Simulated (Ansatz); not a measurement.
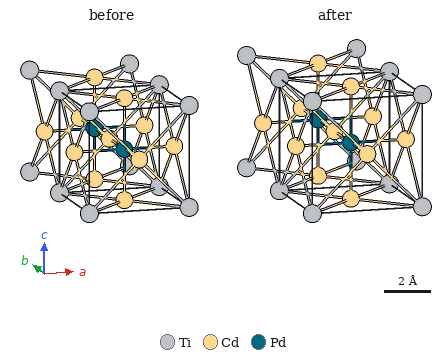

The structure of a crystal of TiCd$_{3}$Pd (built on the cubic perovskite type) (coarse preliminary run) before (left) and after (right) a relaxation, at one scale.

Style: ball-and-stick. Shown: the cell of the calculation, repeated 1 × 2 × 1 with one cell outlined, slightly off an axis.

Case: cubic perovskite type (Pm-3m, No. 221).

All numbers below come from DFT PBE, scalar-relativistic, plane waves, PAW (Ansatz). (plane-wave cutoff 420 eV; k-point mesh 4 × 4 × 4; occupations gaussian; smearing width 0.1 eV; no spin polarisation; cell and atoms relaxed; force threshold 0.04 eV/Å; at most 70 steps)

> What changed between the two?

No atom moves by more than 0.005 Å relative to the cell. Cell: a = b = c 4.565 → 5.030 Å (+10.2 %). Volume +33.8 %. Among the contacts that change: Cd–Ti 3.228 → 3.557 Å, Cd–Pd 2.282 → 2.515 Å. The space group stays Pm-3m (No. 221). After 5 accepted moves (7 points after the start) the energy has fallen by 532 meV per atom. All forces vanish by symmetry, so only the cell relaxes. The pressure goes from 35.17 to 0.10 GPa. The SCF was repeated twice at an unchanged geometry on a basis and grid sized afresh for the cell, which shifted the energy by 6.8 meV per atom at most.
